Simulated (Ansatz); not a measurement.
**C3H8SSi: geometry and vibrations**

The task is to find a stationary geometry of C3H8SSi, check the end point by its vibrations and derive ideal-gas thermochemistry.

Computed with Ansatz 0.2.0, Gaussian basis. Level: RKS PBE0-D4/def2-TZVP.

Levels to be run: relaxation at PBE-D4/def2-SVP; relaxation at PBE0-D4/def2-TZVP; harmonic vibrations at the same level.

1 further run of the same task is left out (set aside as unsound or not needed).

**1. The starting structure**

SMILES `CS[SiH]1CC1`, 13 atoms, charge 0, spin multiplicity 1.

Atoms are counted from 1 here; the program's logs count them from 0.

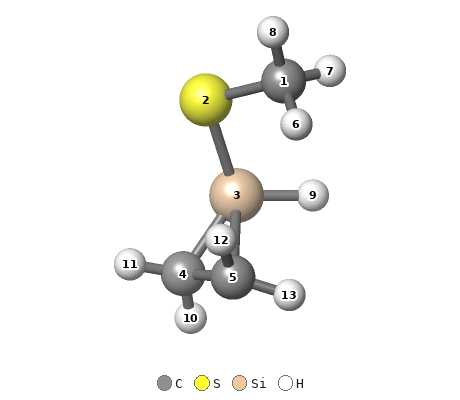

The starting geometry (carbon grey, sulfur yellow, silicon light orange, hydrogen white); atoms are numbered from 1 in the order of the file.

The start is a force-field geometry with small random shifts, so a cheaper pass at PBE-D4/def2-SVP comes first.

**2. Relaxation at PBE-D4/def2-SVP (cheap first pass)**

in.yaml reads:

```yaml
crystal:
  periodic: [false, false, false]
  atoms:
    - {symbol: C, position_ang: [-1.327800, 0.875900, 1.614400]}
    - {symbol: S, position_ang: [0.414400, 0.719100, 1.631200]}
    - {symbol: Si, position_ang: [0.721900, -0.977800, 0.352100]}
    - {symbol: C, position_ang: [1.650900, -0.578900, -1.153400]}
    - {symbol: C, position_ang: [0.307000, -0.055000, -1.663500]}
    - {symbol: H, position_ang: [-1.731600, 1.134600, 0.586300]}
    - {symbol: H, position_ang: [-1.844700, 0.028700, 1.995400]}
    - {symbol: H, position_ang: [-1.614500, 1.786200, 2.228000]}
    - {symbol: H, position_ang: [-0.388400, -1.898300, 0.441500]}
    - {symbol: H, position_ang: [1.976900, -1.437900, -1.684300]}
    - {symbol: H, position_ang: [2.389700, 0.124700, -1.056800]}
    - {symbol: H, position_ang: [-0.000500, 0.942100, -1.308700]}
    - {symbol: H, position_ang: [-0.532900, -0.698200, -1.967400]}
basis:
  gaussian: {orbitals: def2-SVP}
hamiltonian: {xc: pbe, dispersion: d4}
relax: {f_tol: 0.03, max_steps: 200}
```

Started as:

```sh
$ ansatz run in.yaml --threads 4 --pin off --events-out ev --progress --plain --max-ram 10444MiB
```

Log, cut to the lines that bear on the results:

```text
Functional definition: PBE
  name "PBE"
  cite "Perdew, Burke & Ernzerhof, Phys. Rev. Lett. 77, 3865 (1996) doi:10.1103/PhysRevLett.77.3865"
  parent pbe
[...]
1339 factors; their error is unknown
[...]
mean field -21931.20289081 eV, -805.9568407340 hartree, gradient 2.7e-5 eV, S^2 0.000000; 0 other end points of the search recorded, 0 dependent functions left out
[...]
reference -21931.20292672 eV, -805.9568420537 hartree; 28, 28 occupied and 90, 90 virtual orbitals, 1339 factors
relax step   1: F+E_penalty+E_count = -21931.52740231 eV  Δ(F+E_penalty+E_count) = +0.000e0 eV  max|allowed force component| = 3.309e0 eV/Å  Δτ_max = 0.0000 Å  (31 SCF iters, accepted)
[...]
relax step   4: F+E_penalty+E_count = -21932.60108917 eV  Δ(F+E_penalty+E_count) = -1.436e-1 eV  max|allowed force component| = 2.661e0 eV/Å  Δτ_max = 0.1960 Å  (35 SCF iters, accepted)
[...]
relax step   7: F+E_penalty+E_count = -21932.87640746 eV  Δ(F+E_penalty+E_count) = -2.087e-2 eV  max|allowed force component| = 1.614e-1 eV/Å  Δτ_max = 0.0539 Å  (31 SCF iters, accepted)
[...]
relax step  10: F+E_penalty+E_count = -21932.88254346 eV  Δ(F+E_penalty+E_count) = -1.092e-3 eV  max|allowed force component| = 4.523e-2 eV/Å  Δτ_max = 0.0566 Å  (30 SCF iters, accepted)
[...]
mean field -21932.58287267 eV, -806.0075541321 hartree, gradient 2.6e-5 eV, S^2 0.000000; 1 other end points of the search recorded, 0 dependent functions left out
[...]
reference -21932.58291124 eV, -806.0075555493 hartree; 28, 28 occupied and 90, 90 virtual orbitals, 1339 factors
Total energy: -21932.88328666 eV, -806.0185941423 hartree
Atom 0 at    -1.445307     1.035580     1.839567 Å, force    -0.000166    -0.000145    -0.003630 eV/Å
Atom 1 at     0.352102     0.647406     1.705154 Å, force    -0.022198     0.002752    -0.001857 eV/Å
Atom 2 at     0.354130    -0.796582     0.131339 Å, force     0.007753    -0.000348    -0.000653 eV/Å
Atom 3 at     1.676422    -0.605341    -1.181884 Å, force    -0.014257    -0.002660    -0.005738 eV/Å
Atom 4 at     0.254828    -0.217634    -1.652861 Å, force     0.015735     0.005986     0.004528 eV/Å
Atom 5 at    -1.844734     1.421510     0.881451 Å, force     0.005938    -0.010594     0.017739 eV/Å
Atom 6 at    -2.027584     0.150819     2.163767 Å, force     0.009502     0.016041    -0.009820 eV/Å
Atom 7 at    -1.536225     1.823042     2.612629 Å, force     0.003545    -0.008252    -0.004139 eV/Å
Atom 8 at    -0.140991    -2.171283     0.457970 Å, force    -0.002926     0.003458    -0.000425 eV/Å
Atom 9 at     2.121328    -1.514795    -1.621358 Å, force     0.000337     0.003985     0.003998 eV/Å
Atom 10 at     2.404237     0.216258    -1.073083 Å, force     0.001890     0.000304    -0.001548 eV/Å
Atom 11 at     0.075030     0.853269    -1.849632 Å, force    -0.003296    -0.009951     0.004977 eV/Å
Atom 12 at    -0.222836    -0.877049    -2.398258 Å, force    -0.001858    -0.000576    -0.003433 eV/Å
Dipole moment:    -0.263043     0.019280    -0.092499 e Å
```

Wall time 14 s (4 threads of Arm Neoverse V2, shared host).

Along the way:

```csv
step,energy from step 1 (eV),largest force component (eV/Å)
1,0.0000,3.3085
2,-0.6413,1.2700
3,-0.9301,1.0684
4,-1.0737,2.6606
5,-1.1848,1.2876
6,-1.3281,0.3707
7,-1.3490,0.1614
8,-1.3524,0.1070
9,-1.3541,0.0282
10,-1.3551,0.0452
11,-1.3556,0.0415
12,-1.3558,0.0222
```

The force was under the threshold of 0.03 eV/Å already at step 9, but the program went on to step 12.

Distances of close pairs at the start and the end, largest changes first:

```
  bond  before (Å)  after (Å)  change (Å)
Si3–C5       2.255      1.878      -0.377
 C1–S2       1.749      1.844      +0.094
C4–H11       1.025      1.103      +0.078
Si3–C4       1.813      1.873      +0.060
Si3–H9       1.445      1.497      +0.052
 C1–H7       1.063      1.108      +0.045
C4–H10       1.061      1.104      +0.043
 C1–H8       1.135      1.107      -0.027
```

**3. Optimising with PBE0-D4/def2-TZVP**

in.yaml reads:

```yaml
crystal:
  periodic: [false, false, false]
  atoms:
    - {symbol: C, position_ang: [-1.445307, 1.035580, 1.839567]}
    - {symbol: S, position_ang: [0.352102, 0.647406, 1.705154]}
    - {symbol: Si, position_ang: [0.354130, -0.796582, 0.131339]}
    - {symbol: C, position_ang: [1.676422, -0.605341, -1.181884]}
    - {symbol: C, position_ang: [0.254828, -0.217634, -1.652861]}
    - {symbol: H, position_ang: [-1.844734, 1.421510, 0.881451]}
    - {symbol: H, position_ang: [-2.027584, 0.150819, 2.163767]}
    - {symbol: H, position_ang: [-1.536225, 1.823042, 2.612629]}
    - {symbol: H, position_ang: [-0.140991, -2.171283, 0.457970]}
    - {symbol: H, position_ang: [2.121328, -1.514795, -1.621358]}
    - {symbol: H, position_ang: [2.404237, 0.216258, -1.073083]}
    - {symbol: H, position_ang: [0.075030, 0.853269, -1.849632]}
    - {symbol: H, position_ang: [-0.222836, -0.877049, -2.398258]}
basis:
  gaussian: {orbitals: def2-TZVP}
hamiltonian: {xc: pbe0, dispersion: d4}
relax: {f_tol: 0.005, max_steps: 150}
```

Launched as before.

Log, cut to the lines that bear on the results:

```text
Functional definition: PBE0
  name "PBE0"
  cite "Adamo & Barone, J. Chem. Phys. 110, 6158 (1999) doi:10.1063/1.478522"
  cite "Perdew, Burke & Ernzerhof, Phys. Rev. Lett. 77, 3865 (1996) doi:10.1103/PhysRevLett.77.3865"
  parent pbe
[...]
1431 factors; their error is unknown
[...]
mean field -21944.95184497 eV, -806.4621054800 hartree, gradient 1.3e-5 eV, S^2 0.000000; 0 other end points of the search recorded, 0 dependent functions left out
[...]
reference -21944.95187937 eV, -806.4621067441 hartree; 28, 28 occupied and 187, 187 virtual orbitals, 1431 factors
relax step   1: F+E_penalty+E_count = -21945.20719061 eV  Δ(F+E_penalty+E_count) = +0.000e0 eV  max|allowed force component| = 5.939e-1 eV/Å  Δτ_max = 0.0000 Å  (29 SCF iters, accepted)
[...]
Atom 3 at     1.670819    -0.625044    -1.161197 Å, force     0.002035    -0.000728     0.000840 eV/Å
Atom 4 at     0.267901    -0.208192    -1.663509 Å, force    -0.002653    -0.000437    -0.000834 eV/Å
Atom 5 at    -1.885072     1.394235     0.933067 Å, force     0.000222    -0.000747     0.001568 eV/Å
Atom 6 at    -1.941439     0.080889     2.141845 Å, force     0.000004     0.001541    -0.000530 eV/Å
Atom 7 at    -1.555214     1.735417     2.644889 Å, force    -0.000285    -0.000539    -0.000625 eV/Å
Atom 8 at    -0.217211    -2.032895     0.485192 Å, force     0.000831    -0.000017     0.000678 eV/Å
Atom 9 at     2.077352    -1.544633    -1.569416 Å, force    -0.000253     0.000529     0.000059 eV/Å
Atom 10 at     2.408335     0.167829    -1.095509 Å, force     0.000185    -0.000232    -0.000162 eV/Å
Atom 11 at     0.144509     0.841467    -1.908872 Å, force     0.000724    -0.000339     0.000462 eV/Å
Atom 12 at    -0.199439    -0.870468    -2.385778 Å, force     0.000078     0.000645    -0.000424 eV/Å
Dipole moment:    -0.286657     0.001376    -0.050994 e Å
```

It took 33 s on 4 threads of Arm Neoverse V2, shared host; peak memory 0.62 GiB.

Step by step:

```csv
step,energy from step 1 (eV),largest force component (eV/Å)
1,0.0000,0.5939
2,-0.0638,0.3626
3,-0.0730,0.0777
4,-0.0736,0.0405
5,-0.0741,0.0171
6,-0.0744,0.0246
7,-0.0746,0.0248
8,-0.0748,0.0122
9,-0.0748,0.0075
10,-0.0748,0.0027
```

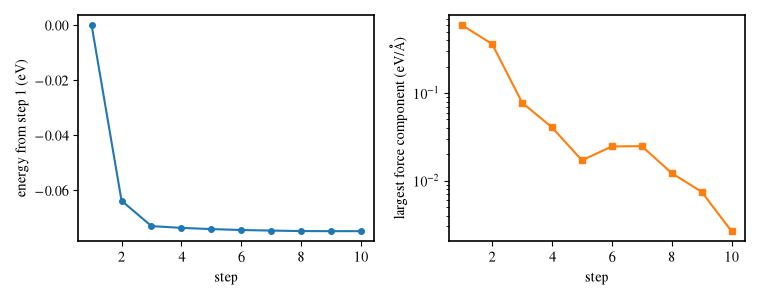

Energy and force, step by step.

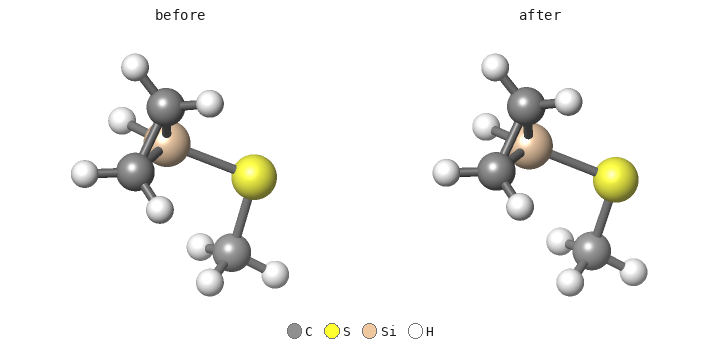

The geometry before (left) and after (right).

Distances of close pairs at the start and the end, largest changes first:

```csv
bond,before (Å),after (Å),change (Å)
Si3–C5,1.878,1.846,-0.032
Si3–C4,1.873,1.841,-0.032
S2–Si3,2.136,2.109,-0.027
C1–S2,1.844,1.819,-0.025
C5–H12,1.104,1.085,-0.019
C4–H10,1.104,1.085,-0.019
C5–H13,1.104,1.086,-0.018
C1–H6,1.107,1.089,-0.018
```

Mulliken charges at the end point, from the run's report:

C1 -0.35; S2 -0.19; Si3 0.22; C4 -0.33; C5 -0.32; H6 0.15; H7 0.15; H8 0.15; H9 -0.01; H10 0.13; H11 0.14; H12 0.13; H13 0.13

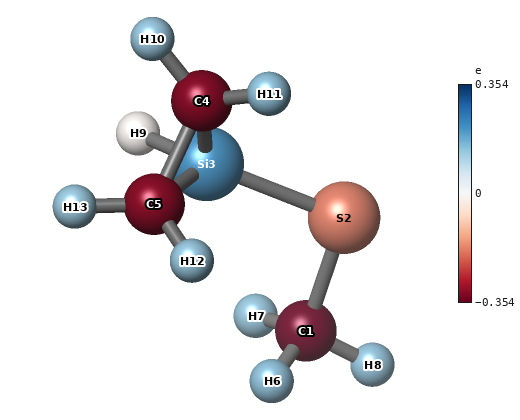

Mulliken charges at the end point, from the run's report, as colours on the atoms.

**4. Vibrations by finite differences**

in.yaml reads:

```yaml
crystal:
  periodic: [false, false, false]
  atoms:
    - {symbol: C, position_ang: [-1.439946, 1.002240, 1.846722]}
    - {symbol: S, position_ang: [0.347676, 0.739187, 1.637336]}
    - {symbol: Si, position_ang: [0.342129, -0.714833, 0.110030]}
    - {symbol: C, position_ang: [1.670819, -0.625044, -1.161197]}
    - {symbol: C, position_ang: [0.267901, -0.208192, -1.663509]}
    - {symbol: H, position_ang: [-1.885072, 1.394235, 0.933067]}
    - {symbol: H, position_ang: [-1.941439, 0.080889, 2.141845]}
    - {symbol: H, position_ang: [-1.555214, 1.735417, 2.644889]}
    - {symbol: H, position_ang: [-0.217211, -2.032895, 0.485192]}
    - {symbol: H, position_ang: [2.077352, -1.544633, -1.569416]}
    - {symbol: H, position_ang: [2.408335, 0.167829, -1.095509]}
    - {symbol: H, position_ang: [0.144509, 0.841467, -1.908872]}
    - {symbol: H, position_ang: [-0.199439, -0.870468, -2.385778]}
basis:
  gaussian: {orbitals: def2-TZVP}
hamiltonian: {xc: pbe0, dispersion: d4}
phonons: {temperatures: {t_min: 298.15, t_max: 900, t_step: 200}}
```

Same command.

Log, cut to the lines that bear on the results:

```text
Functional definition: PBE0
  name "PBE0"
  cite "Adamo & Barone, J. Chem. Phys. 110, 6158 (1999) doi:10.1063/1.478522"
  cite "Perdew, Burke & Ernzerhof, Phys. Rev. Lett. 77, 3865 (1996) doi:10.1103/PhysRevLett.77.3865"
  parent pbe
[...]
1431 factors; their error is unknown
[...]
mean field -21945.02457227 eV, -806.4647781590 hartree, gradient 5.7e-5 eV, S^2 0.000000; 0 other end points of the search recorded, 0 dependent functions left out
[...]
reference -21945.02460589 eV, -806.4647793947 hartree; 28, 28 occupied and 187, 187 virtual orbitals, 1431 factors
[...]
1431 factors; their error is unknown
mean field -21945.02443892 eV, -806.4647732585 hartree, gradient 2.4e-6 eV, S^2 0.000000; 0 other end points of the search recorded, 0 dependent functions left out
[...]
reference -21945.02447255 eV, -806.4647744945 hartree; 28, 28 occupied and 187, 187 virtual orbitals, 1431 factors
[...]
Atom 6 at    -1.941439     0.080889     2.141845 Å, force    -0.000000     0.001508    -0.000503 eV/Å
Atom 7 at    -1.555214     1.735417     2.644889 Å, force    -0.000297    -0.000539    -0.000615 eV/Å
Atom 8 at    -0.217211    -2.032895     0.485192 Å, force     0.000836    -0.000008     0.000683 eV/Å
Atom 9 at     2.077352    -1.544633    -1.569416 Å, force    -0.000102     0.000532     0.000053 eV/Å
Atom 10 at     2.408335     0.167829    -1.095509 Å, force     0.000373    -0.000326    -0.000132 eV/Å
Atom 11 at     0.144509     0.841467    -1.908872 Å, force     0.000843    -0.000353     0.000500 eV/Å
Atom 12 at    -0.199439    -0.870468    -2.385778 Å, force     0.000077     0.000658    -0.000438 eV/Å
Dipole moment:    -0.286656     0.001378    -0.050996 e Å
Vibrations: 50.18 119.53 129.39 187.63 235.29 492.92 511.54 676.76 696.85 703.21 723.70 728.73 751.14 906.21 952.14 970.28 983.53 1011.84 1017.55 1194.65 1347.03 1412.79 1427.79 1467.24 1474.20 2244.94 3064.48 3132.51 3138.31 3156.67 3161.26 3208.52 3224.14 cm⁻¹, zero-point energy 2.758830 eV
```

Wall time 3.4 min (4 threads of Arm Neoverse V2, shared host); peak memory 0.68 GiB.

Motions are named by where the mode's potential energy lies. Wavenumbers, unscaled:

```csv
mode,cm⁻¹,motion
1,50,torsion
2,120,torsion
3,129,bend with torsion
4,188,bend
5,235,bend
6,493,Si–S stretch with bend
7,512,bend with torsion
8,677,Si–C stretch with bend
9,697,bend
10,703,bend with Si–C stretch
11,724,C–S stretch
12,729,bend
13,751,bend
14,906,bend
15,952,bend
16,970,bend
17,984,bend
18,1012,bend
19,1018,C–C and Si–C stretch
20,1195,bend
21,1347,bend
22,1413,bend
23,1428,bend
24,1467,bend
25,1474,bend
26,2245,Si–H stretch
27,3064,C–H stretch
28,3133,C–H stretch
29,3138,C–H stretch
30,3157,C–H stretch
31,3161,C–H stretch
32,3209,C–H stretch
33,3224,C–H stretch
```

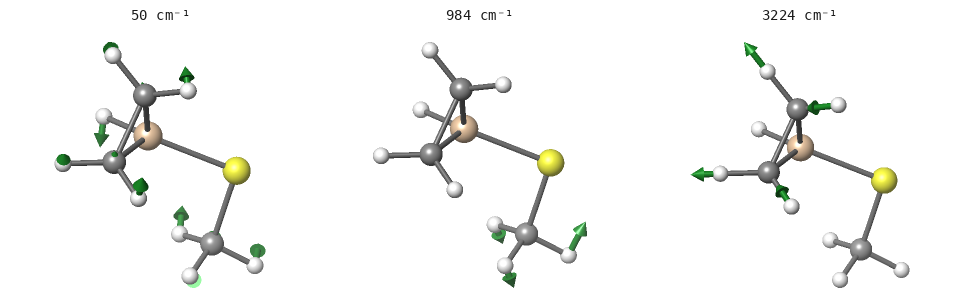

How the atoms move in 3 of the modes.

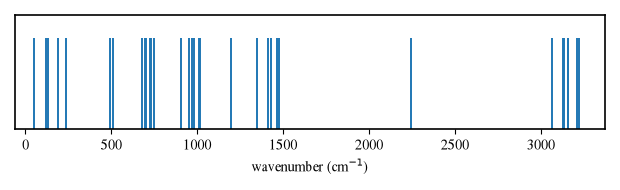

The harmonic wavenumbers as sticks (no intensities were computed).

From these modes and the moments of inertia (298.15 K, 1 bar, symmetry number 1):

```csv
term,value
zero-point energy,63.6 kcal/mol
H(298) − E,68.9 kcal/mol
"entropy, translation",166.8 J/(mol K)
"entropy, rotation",113.4 J/(mol K)
"entropy, vibration",78.6 J/(mol K)
"entropy, total",358.8 J/(mol K)
```

**5. Outcome**

| quantity | value |
| --- | --- |
| point group | C1 |
| steps | 12 + 10 |
| shift from the start (rms) | 0.351 Å |
| total energy | -21945.2820 eV |
| dispersion term | -257 meV |
| dipole moment | 1.40 D |
| lowest, highest wavenumber | 50, 3224 cm⁻¹ |
| zero-point energy | 63.6 kcal/mol |
| entropy at 298.15 K | 358.8 J/(mol K) |

**Reading.** The atoms moved 0.35 Å (rms) from the start; the bond that changed most is Si3–C5, from 2.255 to 1.846 Å. No mode is imaginary: a true minimum at this level. The stiffest mode, 3224 cm⁻¹, is a C–H stretch, and 4 modes under 200 cm⁻¹ make the vibrational entropy uncertain. Harmonic hybrid wavenumbers usually lie a few per cent above measured fundamentals. The largest Mulliken charge, -0.35 e, sits on C1.
